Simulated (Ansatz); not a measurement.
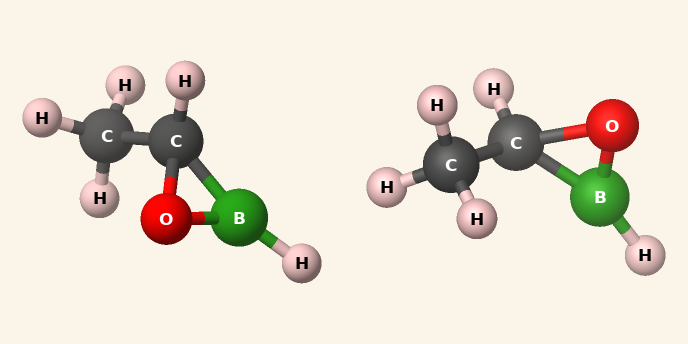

The same structure drawn twice, from different directions.

The geometry was computed by an optimisation with PBE0-D4/def2-TZVP.

Question: Count the atoms of each element.

Answer: C₂H₅BO, 9 atoms: 2 carbon, 5 hydrogen, 1 boron and 1 oxygen.

Question: Count the bonded pairs by element.

Answer: 4 C–H, 1 C–C, 1 C–B, 1 B–O, 1 C–O, 1 B–H.

Question: Name some functional groups or characteristic bonds that it holds.

Answer: Among them: B–H bond.

Question: Which point group does it belong to?

Answer: C1.

More results for the same structure follow; atom numbers are the same in all pictures, views and colours differ.

Electronic properties

Method: RKS PBE0-D4/def2-TZVPP (Ansatz 0.2.0).

Predict the main results.

- HOMO energy (Kohn–Sham orbital): −7.82 eV
- LUMO energy (Kohn–Sham orbital): −0.38 eV
- HOMO–LUMO gap: 7.43 eV
- dispersion correction: −10.1 kJ/mol

Vibrations

Harmonic vibrations computed with RKS PBE0-D4/def2-TZVP (Ansatz 0.2.0) at a stationary point of the same level.

Question: How many vibrational modes are there, and where do they lie?

Answer: 21 modes: 190, 332, 392, 694, 767, 829, 968, 1013, 1031, 1118, 1251, 1336, 1400, 1458, 1478, 1499, 2740, 3044, 3112, 3120, 3138 cm⁻¹.

Charges

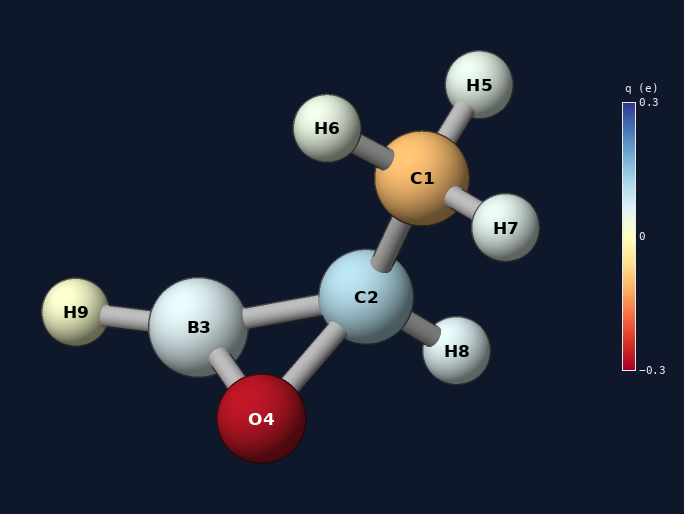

Atoms are coloured by their Mulliken charges. Properties computed with RKS r2SCAN-D4/def2-TZVPP (Ansatz 0.2.0).

Question: Which atom carries the highest charge (most positive or least negative)?

Answer: C2 (0.11 e).

Question: And the lowest?

Answer: O4 (−0.27 e).

Give the Mulliken charges atom by atom.

```tsv
atom	value (e)
C1	−0.10
C2	0.11
B3	0.06
O4	−0.27
H5	0.04
H6	0.04
H7	0.05
H8	0.06
H9	0.01
```

Mulliken values depend strongly on the basis set and can even reverse the polarity of a bond.
